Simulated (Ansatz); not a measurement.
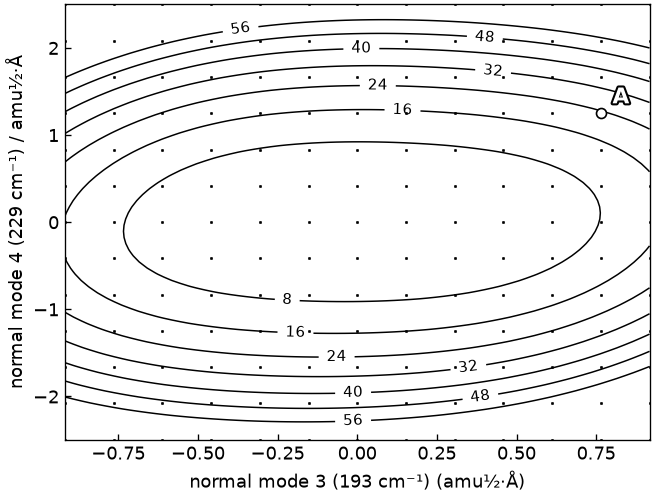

BrF2HSSi, SMILES F[Si](F)(S)Br. Coordinates scanned: (1) normal mode 3 (193 cm⁻¹); (2) normal mode 4 (229 cm⁻¹). Nothing is relaxed (straight displacements along the two mass-weighted modes). Grid: 13 × 13 points. Points are written as (first, second). Energies are in kJ/mol, from the relaxed molecule at the same level. Theory: Ansatz 0.2.0, RKS PBE0-D4/def2-SVP.

Drawn: contour lines labelled in kJ/mol (none above 56), dots at the grid points, the point A. Between grid points the surface is interpolated.

Is A at rest? If not, where is it pushed?

A, at (0.765 amu½·Å, 1.25 amu½·Å), is not a stationary point. The computed force is 28 kJ/mol for each amu½·Å towards smaller values of normal mode 3 (193 cm⁻¹) and 27 kJ/mol for each amu½·Å towards smaller values of normal mode 4 (229 cm⁻¹).
